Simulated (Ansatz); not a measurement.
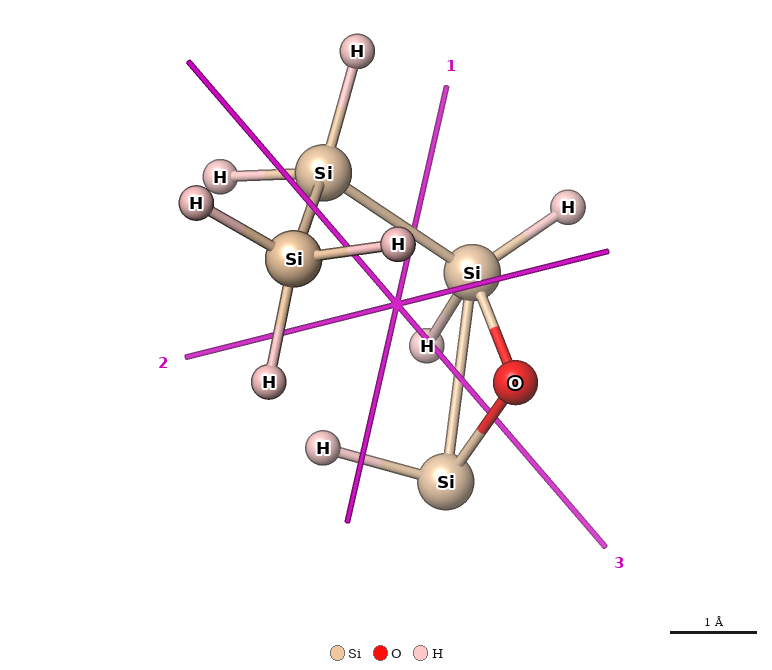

The three principal axes of inertia are drawn and numbered. Distant atoms are faded towards the background colour. The geometry was computed by an optimisation with PBE0-D4/def2-TZVP. Masses are those of the most abundant isotopes; constants are for the rigid equilibrium geometry.

**Which line is the a axis (least moment of inertia), which b and which c?**

a is line 3, b is line 1, c is line 2; the moments are 176, 449, 547 u Å².

**Classify the rotor and give the rotational constants (MHz).**

An asymmetric top (C1): A = 2876, B = 1125, C = 924 MHz. Ray's parameter κ is −0.79, nearer the prolate limit.
